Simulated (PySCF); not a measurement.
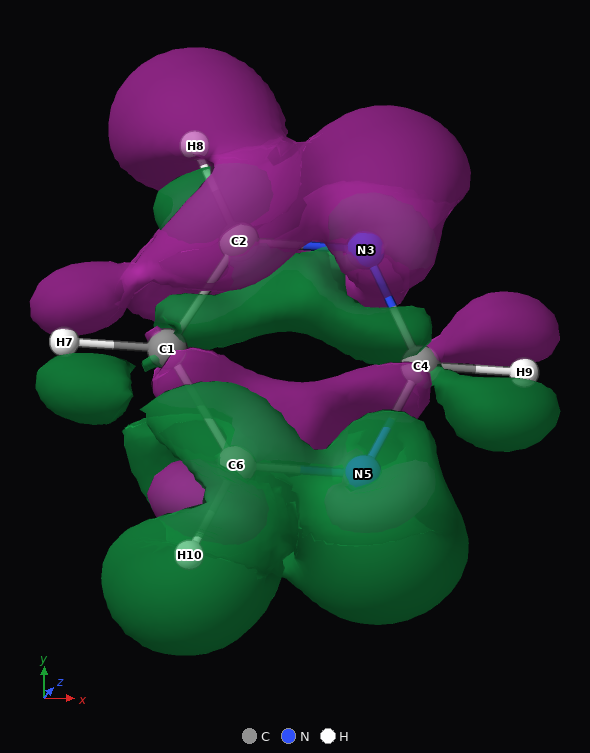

*C₄H₄N₂, SMILES `c1cncnc1`. Change of the electron density in a uniform field of 0.51 V/Å, surfaces at ±0.003 e/Å³ (green: gain, purple: loss).*

Method: B3LYP/def2-SVPD; geometry: GFN2-xTB; program: PySCF. No frequency check shows the geometry to be a minimum.

Cartesian coordinates (Å):

```
C1      -1.3505    0.0175    0.0000
C2      -0.5999    1.1856    0.0000
N3       0.7237    1.1698    0.0000
C4       1.3017   -0.0168    0.0000
N5       0.6919   -1.1888    0.0000
C6      -0.6316   -1.1690    0.0000
H7      -2.4281    0.0313    0.0000
H8      -1.0626    2.1645    0.0000
H9       2.3843   -0.0309    0.0000
H10     -1.1205   -2.1351    0.0000
```

The field was applied in both directions; the picture shows the one opposite to the script's first.

Along which Cartesian direction does the field point?

Along +y: electrons gather on the −y side, against the field.

How large is the response?

The induced dipole is 1.63 D (along the field); α along this axis, from the fields in both directions, is 64 bohr³ (9.5 Å³).

Run time: 36 s on 1 thread of Intel(R) Xeon(R) Platinum 8488C (Sapphire Rapids), on a shared host, peak memory 0.68 GiB.
